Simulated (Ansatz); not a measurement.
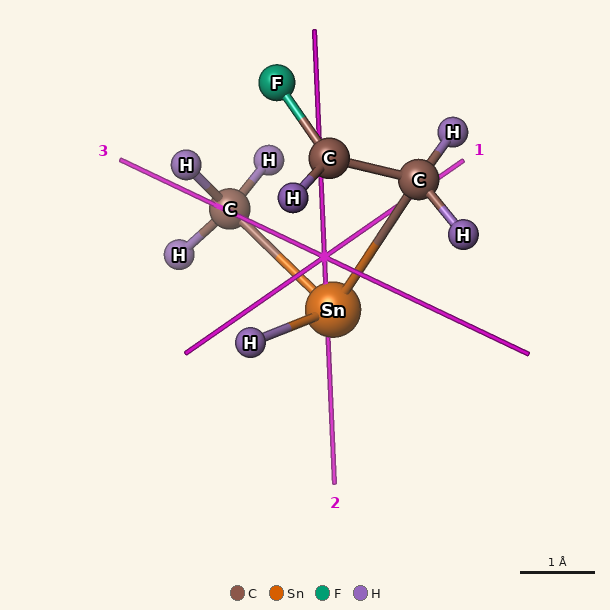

The three principal axes of inertia are drawn and numbered. Depth is shown by fading: the farther an atom, the more it takes the colour of the background. Computed geometry: PBE0-D4/def2-TZVP optimisation. No frequency run is at hand to confirm it as a minimum. Masses are those of the most abundant isotopes; constants are for the rigid equilibrium geometry.

Q: Which line is the a axis (least moment of inertia), which b and which c?

A: a is line 2, b is line 3, c is line 1; the moments are 117, 316, 400 u Å².

Q: What kind of rotor is it, and what are its rotational constants in cm⁻¹?

A: An asymmetric top (C1): A = 0.144, B = 0.0533, C = 0.0422 cm⁻¹. Ray's parameter κ is −0.78, nearer the prolate limit.
